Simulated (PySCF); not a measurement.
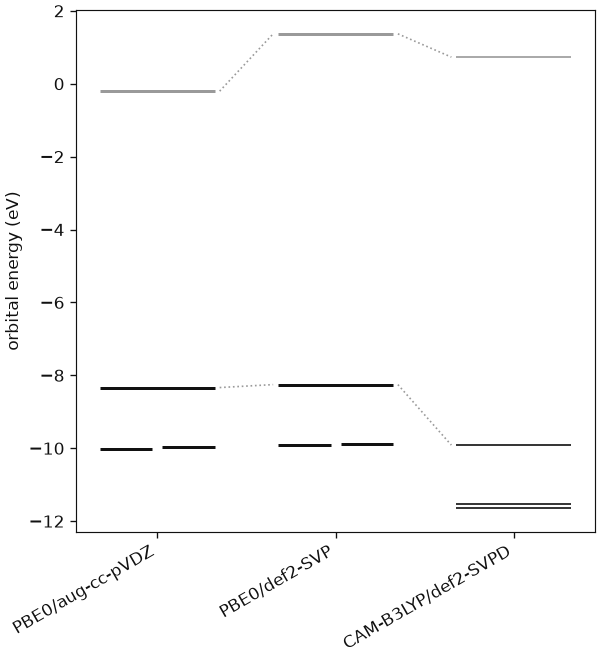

Frontier orbital energies of C₂H₄BFO₂, SMILES FB1OCCO1 at one geometry, PySCF, at a PBE0-D3(BJ)/def2-SVP geometry (no frequency check). Empty levels are grey, levels within 0.1 eV stand side by side; all columns show the same few orbitals around the gap. Dotted lines join the HOMOs and the LUMOs.

### Compare the HOMO-LUMO separations.

The separation grows from 8.13 eV (PBE0/aug-cc-pVDZ) to 10.64 eV (CAM-B3LYP/def2-SVPD).

```csv
level,HOMO (eV),LUMO (eV),separation (eV)
PBE0/aug-cc-pVDZ,−8.34,−0.20,8.13
PBE0/def2-SVP,−8.25,1.37,9.62
CAM-B3LYP/def2-SVPD,−9.91,0.73,10.64
```

Caveats, for all or some of the runs: empty levels above zero depend strongly on the basis; one conformer of a flexible molecule.
